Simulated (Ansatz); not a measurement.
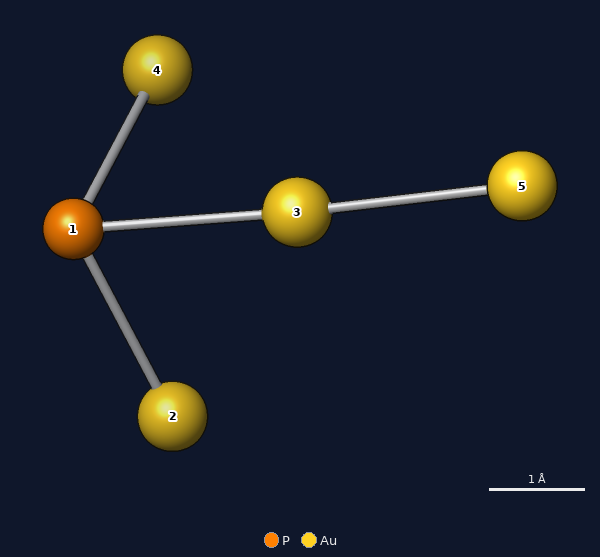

The starting structure (ball-and-stick view, seen at a tilt; atoms are numbered from 1 in the order of the input). Sticks mark near contacts. Bond lengths as drawn: Au–Au 2.54 Å and Au–P 2.33 to 2.40 Å.

**Geometry relaxation, with input and output: Au$_{4}$P (charge −1)**

- system: Au$_{4}$P, charge −1
- method: RKS B3LYP-D4/def2-SVPD (Ansatz 0.2.0)

The geometry: GFN2-xTB start. Figures and captions count atoms from 1; the log counts them from 0 in places.

**The program's output**
```
Functional definition: B3LYP
  name "B3LYP"
  cite "Stephens, Devlin, Chabalowski & Frisch, J. Phys. Chem. 98, 11623 (1994) doi:10.1021/j100096a001"
  cite "Becke, Phys. Rev. A 38, 3098 (1988) doi:10.1103/PhysRevA.38.3098"
  cite "Lee, Yang & Parr, Phys. Rev. B 37, 785 (1988) doi:10.1103/PhysRevB.37.785"
  cite "Vosko, Wilk & Nusair, Can. J. Phys. 58, 1200 (1980) doi:10.1139/p80-159"
  parameter a0 = 0.2
  parameter ax = 0.72
  parameter ac = 0.81
  exchange = (1 - a0 - ax)*slater_x + ax*b88_x + a0*exact_x
  correlation = (1 - ac)*vwn_rpa_c + ac*lyp_c
these checks for a lower state are left out or cut short: stability, starts, cluster_reference, orbital_swaps, neighbouring_geometries, increment
1707 factors; integrals over basis functions are off by at most 3.4e-4 eV
mean field evaluation 1: about -24069.1031 eV, gradient 1.9e1 eV
mean field evaluation 2: about -24065.4567 eV, gradient 4.5e1 eV
mean field evaluation 4: about -24070.0388 eV, gradient 4.9e0 eV
mean field evaluation 8: about -24070.2530 eV, gradient 3.7e-1 eV
mean field evaluation 16: about -24070.2533 eV, gradient 3.0e-4 eV
mean field -24070.25332569 eV, -884.5654943155 hartree, gradient 3.3e-6 eV, S^2 0.000000; 0 other end points of the search recorded, 0 dependent functions left out
the calculation of the forces begins
reference -24070.25356936 eV, -884.5655032702 hartree; 46, 46 occupied and 118, 118 virtual orbitals, 1707 factors
relax step   1: F+E_penalty+E_count = -24070.89308240 eV  Δ(F+E_penalty+E_count) = +0.000e0 eV  max|allowed force component| = 9.531e-1 eV/Å  Δτ_max = 0.0000 Å  (20 SCF iters, accepted)
these checks for a lower state are left out or cut short: stability, starts, cluster_reference, orbital_swaps, neighbouring_geometries, increment
1707 factors; integrals over basis functions are off by at most 3.0e-4 eV
mean field evaluation 32: about -24070.7012 eV, gradient 5.6e-6 eV
mean field -24070.70116324 eV, -884.5819520419 hartree, gradient 5.6e-6 eV, S^2 0.000000; 0 other end points of the search recorded, 0 dependent functions left out
the calculation of the forces begins
reference -24070.70141480 eV, -884.5819612866 hartree; 46, 46 occupied and 118, 118 virtual orbitals, 1707 factors
relax step   2: F+E_penalty+E_count = -24071.31207371 eV  Δ(F+E_penalty+E_count) = -4.190e-1 eV  max|allowed force component| = 5.037e-1 eV/Å  Δτ_max = 0.1972 Å  (30 SCF iters, accepted)
these checks for a lower state are left out or cut short: stability, starts, cluster_reference, orbital_swaps, neighbouring_geometries, increment
1707 factors; integrals over basis functions are off by at most 2.7e-4 eV
mean field -24070.85099595 eV, -884.5874582925 hartree, gradient 5.5e-6 eV, S^2 0.000000; 0 other end points of the search recorded, 0 dependent functions left out
the calculation of the forces begins
reference -24070.85124951 eV, -884.5874676105 hartree; 46, 46 occupied and 118, 118 virtual orbitals, 1707 factors
relax step   3: F+E_penalty+E_count = -24071.45588287 eV  Δ(F+E_penalty+E_count) = -1.438e-1 eV  max|allowed force component| = 6.159e-1 eV/Å  Δτ_max = 0.1990 Å  (30 SCF iters, accepted)
these checks for a lower state are left out or cut short: stability, starts, cluster_reference, orbital_swaps, neighbouring_geometries, increment
1707 factors; integrals over basis functions are off by at most 2.4e-4 eV
mean field -24070.97373035 eV, -884.5919686984 hartree, gradient 5.7e-6 eV, S^2 0.000000; 0 other end points of the search recorded, 0 dependent functions left out
the calculation of the forces begins
reference -24070.97398530 eV, -884.5919780674 hartree; 46, 46 occupied and 118, 118 virtual orbitals, 1707 factors
relax step   4: F+E_penalty+E_count = -24071.57118414 eV  Δ(F+E_penalty+E_count) = -1.153e-1 eV  max|allowed force component| = 3.321e-1 eV/Å  Δτ_max = 0.1998 Å  (29 SCF iters, accepted)
these checks for a lower state are left out or cut short: stability, starts, cluster_reference, orbital_swaps, neighbouring_geometries, increment
1707 factors; integrals over basis functions are off by at most 2.4e-4 eV
mean field -24071.01252631 eV, -884.5933944235 hartree, gradient 1.6e-6 eV, S^2 0.000000; 0 other end points of the search recorded, 0 dependent functions left out
the calculation of the forces begins
reference -24071.01278237 eV, -884.5934038335 hartree; 46, 46 occupied and 118, 118 virtual orbitals, 1707 factors
relax step   5: F+E_penalty+E_count = -24071.60250913 eV  Δ(F+E_penalty+E_count) = -3.132e-2 eV  max|allowed force component| = 4.475e-2 eV/Å  Δτ_max = 0.1258 Å  (27 SCF iters, accepted)
these checks for a lower state are left out or cut short: stability, starts, cluster_reference, orbital_swaps, neighbouring_geometries, increment
1707 factors; integrals over basis functions are off by at most 2.4e-4 eV
mean field evaluation 64: about -24071.0166 eV, gradient 5.3e-6 eV
mean field -24071.01656188 eV, -884.5935427279 hartree, gradient 5.3e-6 eV, S^2 0.000000; 0 other end points of the search recorded, 0 dependent functions left out
the calculation of the forces begins
reference -24071.01681818 eV, -884.5935521467 hartree; 46, 46 occupied and 118, 118 virtual orbitals, 1707 factors
relax step   6: F+E_penalty+E_count = -24071.60464814 eV  Δ(F+E_penalty+E_count) = -2.139e-3 eV  max|allowed force component| = 5.600e-3 eV/Å  Δτ_max = 0.0405 Å  (24 SCF iters, accepted)
```

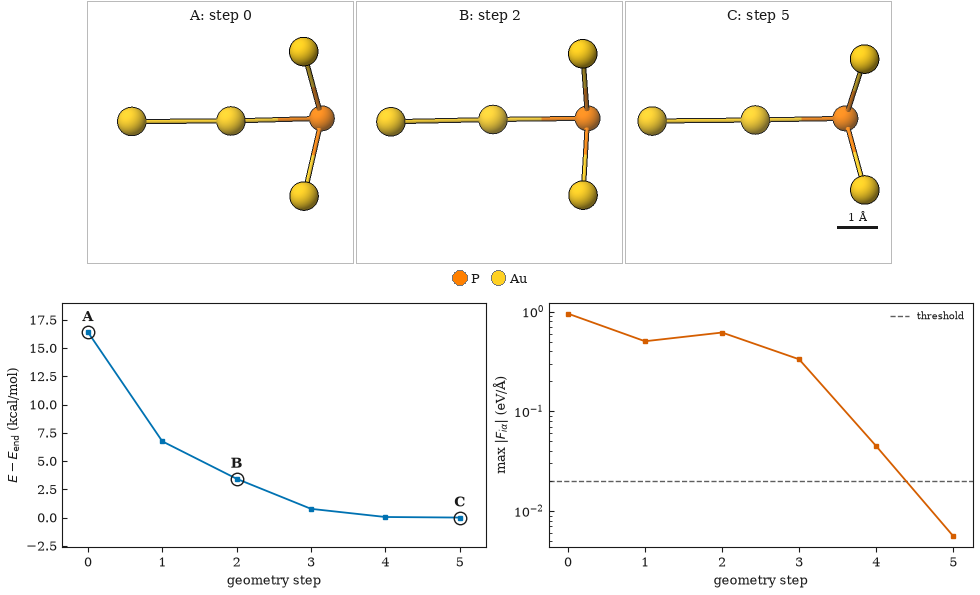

Frames of the relaxation (ball-and-stick view, seen at an oblique angle) above the curves, on which the letters mark them (the first geometry is step 0 here and step 1 in the log).

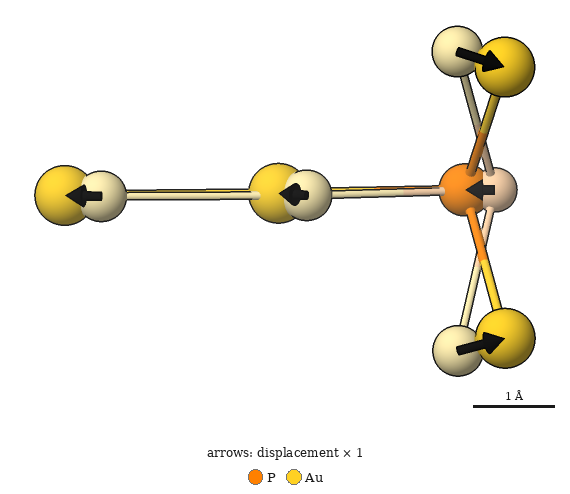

Start (faint) and end (solid) with the displacements as black arrows, at true length (ball-and-stick view, seen at an oblique angle). The two geometries are laid on each other by the best rigid fit. The energy falls by 16.4 kcal/mol in 5 geometry steps. Largest force component: 0.95 eV/Å at the start, 0.0056 eV/Å at the end. The largest moves after the best rigid fit, 0.64 Å, are those of Au2 and Au4. Largest moves by element: Au 0.64 Å, P 0.37 Å. Among the contacts that change: Au3–Au5 2.539 → 2.648 Å, P1–Au3 2.397 → 2.333 Å, P1–Au2 2.330 → 2.324 Å. Among the angles that change: Au2–P1–Au3 70.8° → 96.1°, Au2–P1–Au4 105.8° → 92.8°, P1–Au3–Au5 169.2° → 175.7°. (Atoms are counted from 1 in the order of the input.)

```
Total energy: -24071.60490444 eV, -884.6151639182 hartree
Atom 0 at    -0.508033     1.142825    -0.803202 Å, force     0.002497    -0.005600     0.005032 eV/Å
Atom 1 at    -1.546196    -0.621636    -1.904179 Å, force    -0.002765     0.001567    -0.005299 eV/Å
Atom 2 at     0.008536    -0.045582     1.136363 Å, force     0.001050    -0.002668     0.005591 eV/Å
Atom 3 at     1.521589     0.764893    -1.871396 Å, force     0.000793     0.003181    -0.005361 eV/Å
Atom 4 at     0.524104    -1.240491     3.442413 Å, force    -0.001575     0.003519     0.000037 eV/Å
Dipole moment:     0.035985    -0.060700    -0.803191 e Å
Checks for a lower state left out: stability, starts, cluster_reference, orbital_swaps, neighbouring_geometries, increment
```

**Trajectory as extended XYZ (Å, eV, eV/Å), 6 frames, from step=1 to step=6**
```
5
Properties=species:S:1:pos:R:3:forces:R:3 step=1 energy=-24070.89308
P    -0.5667    1.2831   -1.1343   -0.1291   0.2604  -0.0165
Au   -1.6844   -0.7547   -1.2992   -0.5214  -0.3850  -0.9177
Au    0.0342   -0.1004    0.7282   -0.2426   0.5197   0.9531
Au    1.7021    0.7740   -1.2598    0.6598   0.1407  -0.9016
Au    0.5147   -1.2020    2.9651    0.2333  -0.5359   0.8827
5
Properties=species:S:1:pos:R:3:forces:R:3 step=2 energy=-24071.31207
P    -0.5579    1.2622   -1.1299    0.2062  -0.4831   0.5037
Au   -1.7234   -0.7642   -1.4633    0.2052   0.1742  -0.2832
Au   -0.0124   -0.0002    0.8915   -0.1590   0.3591   0.0694
Au    1.7382    0.7984   -1.4230   -0.2566  -0.0370  -0.2891
Au    0.5555   -1.2962    3.1247    0.0042  -0.0132  -0.0008
5
Properties=species:S:1:pos:R:3:forces:R:3 step=3 energy=-24071.45588
P    -0.5613    1.2664   -1.0497    0.2710  -0.6159   0.4812
Au   -1.6308   -0.7681   -1.5974    0.2317   0.3034  -0.0744
Au   -0.0681    0.1231    1.0374   -0.0609   0.1442  -0.2237
Au    1.6822    0.7279   -1.5593   -0.3782   0.0273  -0.0822
Au    0.5780   -1.3493    3.1691   -0.0637   0.1409  -0.1009
5
Properties=species:S:1:pos:R:3:forces:R:3 step=4 energy=-24071.57118
P    -0.5432    1.2227   -0.9030    0.1476  -0.3321   0.2197
Au   -1.5545   -0.7022   -1.7683    0.0835   0.1485  -0.0055
Au   -0.0422    0.0661    1.1132   -0.0552   0.1291  -0.2582
Au    1.5853    0.7164   -1.7337   -0.1666   0.0356  -0.0084
Au    0.5546   -1.3030    3.2918   -0.0093   0.0188   0.0523
5
Properties=species:S:1:pos:R:3:forces:R:3 step=5 energy=-24071.60251
P    -0.5156    1.1600   -0.8231    0.0199  -0.0448   0.0335
Au   -1.5451   -0.6412   -1.8769    0.0122   0.0249  -0.0032
Au   -0.0074   -0.0106    1.1363    0.0016  -0.0024  -0.0377
Au    1.5351    0.7508   -1.8438   -0.0267   0.0073  -0.0037
Au    0.5330   -1.2589    3.4074   -0.0069   0.0149   0.0110
5
Properties=species:S:1:pos:R:3:forces:R:3 step=6 energy=-24071.60465
P    -0.5080    1.1428   -0.8032    0.0025  -0.0056   0.0050
Au   -1.5462   -0.6216   -1.9042   -0.0028   0.0016  -0.0053
Au    0.0085   -0.0456    1.1364    0.0010  -0.0027   0.0056
Au    1.5216    0.7649   -1.8714    0.0008   0.0032  -0.0054
Au    0.5241   -1.2405    3.4424   -0.0016   0.0035   0.0000
```

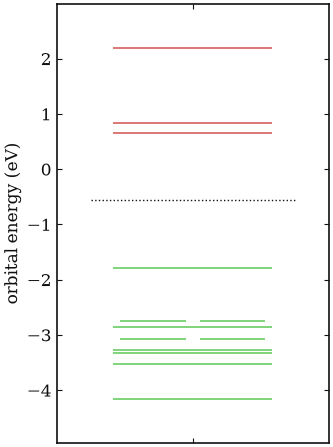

Orbital energies near the frontier; the dotted line parts filled from empty levels, and levels within 0.02 eV of each other stand side by side. Highest filled −1.78 eV, lowest empty 0.66 eV, 2.44 eV apart.

The run was set up as follows.

**Input**
```yaml
crystal:
  periodic: [false, false, false]
  atoms:
    - {symbol: P, position_ang: [-0.566680, 1.283100, -1.134320]}
    - {symbol: Au, position_ang: [-1.684380, -0.754660, -1.299200]}
    - {symbol: Au, position_ang: [0.034230, -0.100410, 0.728160]}
    - {symbol: Au, position_ang: [1.702090, 0.773990, -1.259790]}
    - {symbol: Au, position_ang: [0.514740, -1.202010, 2.965150]}
basis:
  gaussian: {orbitals: def2-SVPD}
total_charge: -1
hamiltonian: {xc: {name: B3LYP}, dispersion: d4}
scf: {lower_state_search: "off"}
output: {orbitals: {seedname: orbitals}}
relax: {f_tol: 0.02, max_steps: 100}
```

Launched with:
```bash
ansatz run in.yaml --threads 4 --pin off --events-out ev --progress --plain --max-ram 4787MiB
```

**Key numbers**

```csv
quantity,value
outcome,converged
total energy,−24071.6049 eV
mean-field energy,−24071.0168 eV
dispersion energy,−0.5881 eV
HOMO,−1.78 eV
LUMO,0.66 eV
largest force (length of the vector) at the end,0.008 eV/Å
hardware,"4 threads of Arm Neoverse V2, 23 GiB of memory available, shared host"
wall time,25 s (CPU time 92 s)
peak memory,0.55 GiB
```
